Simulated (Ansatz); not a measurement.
# r2SCAN/cc-pVDZ run of BSiH3OF2 (SMILES FB(F)O[SiH3])

What is the vertical ionisation energy of BSiH3OF2 at r2SCAN/cc-pVDZ? 

Program for the calculation: Ansatz 0.2.0.

121 further runs of the same task are left out: 3 that didn't finish, 118 set aside as unsound or not needed.

**1. Starting point**

The species is BSiH3OF2 (8 atoms), meant as a singlet with charge 0. As SMILES, `FB(F)O[SiH3]`. The shape is that of a PBE0-D4/def2-TZVP optimisation.

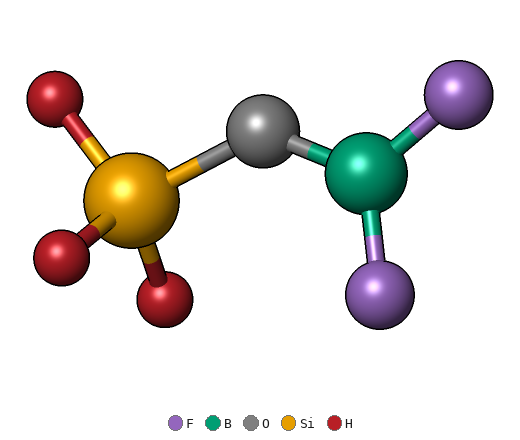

The structure, seen from a chosen angle (fluorine purple, boron teal, oxygen grey, silicon amber, hydrogen red).

**2. A single-point energy at r2SCAN/cc-pVDZ**

Input file molecule.yaml:

```yaml
crystal:
  periodic: [false, false, false]
  atoms:
    - {symbol: F, position_ang: [1.644600, -1.936200, 1.091800]}
    - {symbol: B, position_ang: [0.585700, -1.261700, 0.687700]}
    - {symbol: F, position_ang: [-0.607700, -1.793900, 0.922400]}
    - {symbol: O, position_ang: [0.726600, -0.084400, 0.064800]}
    - {symbol: Si, position_ang: [-0.345100, 1.014900, -0.568200]}
    - {symbol: H, position_ang: [-1.234600, 1.517600, 0.506100]}
    - {symbol: H, position_ang: [0.469500, 2.116500, -1.124900]}
    - {symbol: H, position_ang: [-1.146900, 0.370000, -1.635500]}
basis:
  gaussian: {orbitals: cc-pVDZ}
accuracy: high
hamiltonian: {xc: r2scan}
output: {orbitals: {seedname: orbitals}}
```

Run with:

```console
ansatz run molecule.yaml --threads 1 --pin off --max-ram 3480MiB --events-out events.jsonl --progress --plain --runs-dir runs
```

What it wrote:

```text
Warning: RAYON_NUM_THREADS=1 ignored (pool sized by the plan → 1); use --threads N
Functional definition: r2SCAN
  name "r2SCAN"
  parameter k0 = 0.174
  parameter k1 = 0.065
  parameter a1 = 4.9479
  exchange = r2scan_x(k0 = k0, k1 = k1, a1 = a1)
  correlation = r2scan_c
2009 factors; integrals over basis functions are off by at most 3.9e-9 eV
mean field evaluation 1: about -16079.9819 eV, gradient 5.5e1 eV
mean field evaluation 2: about -16070.3415 eV, gradient 9.1e1 eV
mean field evaluation 4: about -16084.6597 eV, gradient 4.6e0 eV
mean field evaluation 8: about -16084.6930 eV, gradient 1.2e-1 eV
mean field evaluation 16: about -16084.6931 eV, gradient 1.4e-5 eV
mean field -16084.69308473 eV, -591.1015682673 hartree, gradient 6.1e-8 eV, S^2 0.000000; 0 other end points of the search recorded, 0 dependent functions left out
reference -16084.69308554 eV, -591.1015682972 hartree; 24, 24 occupied and 65, 65 virtual orbitals, 2009 factors
Total energy: -16084.69308554 eV, -591.1015682972 hartree
```

Run time: 13 s. Hardware: 1 thread of Arm Neoverse V2, shared host; peak memory 0.28 GiB.

**3. The doublet cation at the same level**

molecule.yaml: that of step 2 with these lines changed.

```diff
@@ -12,5 +12,11 @@
 basis:
-  gaussian: {orbitals: cc-pVDZ}
+  gaussian:
+    orbitals: cc-pVDZ
+hamiltonian:
+  xc: r2scan
+magnetization:
+  spin_polarized: true
+  initial_magnetization: 1
+output: {orbitals: {seedname: orbitals}}
 accuracy: high
-hamiltonian: {xc: r2scan}
-output: {orbitals: {seedname: orbitals}}
+total_charge: 1
```

Run with:

```console
ansatz run molecule.yaml --threads 1 --pin off --max-ram 3480MiB --events-out events.jsonl --progress --plain --runs-dir runs
```

What it wrote, cut to the lines that bear on the results:

```text
Warning: RAYON_NUM_THREADS=1 ignored (pool sized by the plan → 1); use --threads N
[... 7 set-up lines as earlier in the session ...]
2008 factors; integrals over basis functions are off by at most 3.9e-9 eV
mean field evaluation 1: about -16058.9152 eV, gradient 6.3e1 eV
mean field evaluation 2: about -15965.5353 eV, gradient 1.5e2 eV
mean field evaluation 4: about -16065.2379 eV, gradient 3.5e1 eV
mean field evaluation 8: about -16072.9269 eV, gradient 3.7e0 eV
mean field evaluation 16: about -16073.0313 eV, gradient 1.2e-1 eV
mean field evaluation 32: about -16073.0314 eV, gradient 9.1e-7 eV
mean field evaluation 64: about -16073.0096 eV, gradient 3.4e-2 eV
mean field -16073.03140723 eV, -590.6730095237 hartree, gradient 4.9e-8 eV, S^2 0.757112; 6 other end points of the search recorded, 0 dependent functions left out
reference -16073.03140968 eV, -590.6730096136 hartree; 24, 23 occupied and 65, 66 virtual orbitals, 2008 factors
Total energy: -16073.03140968 eV, -590.6730096136 hartree
```

Run time: 2.1 min. Hardware: 1 thread of Arm Neoverse V2, shared host; peak memory 0.46 GiB.

**4. What came out**

Level: r2SCAN/cc-pVDZ.

```
                                          quantity          value
                    singlet BSiH3OF2: total energy  -591.10157 Eh
                     singlet BSiH3OF2: HOMO energy       -8.43 eV
                     singlet BSiH3OF2: LUMO energy       -0.19 eV
                   singlet BSiH3OF2: HOMO–LUMO gap        8.24 eV
                      doublet cation: total energy  -590.67301 Eh
doublet cation: HOMO energy (highest over α and β)      -14.92 eV
 doublet cation: LUMO energy (lowest over α and β)      -14.80 eV
                              doublet cation: ⟨S²⟩          0.757
vertical ionisation energy (to the doublet cation)      11.662 eV
```

In words: Removing an electron at fixed nuclei costs 11.66 eV (1125 kJ/mol). −ε(HOMO) before ionisation, 8.43 eV, is 3.23 eV below this ionisation energy.
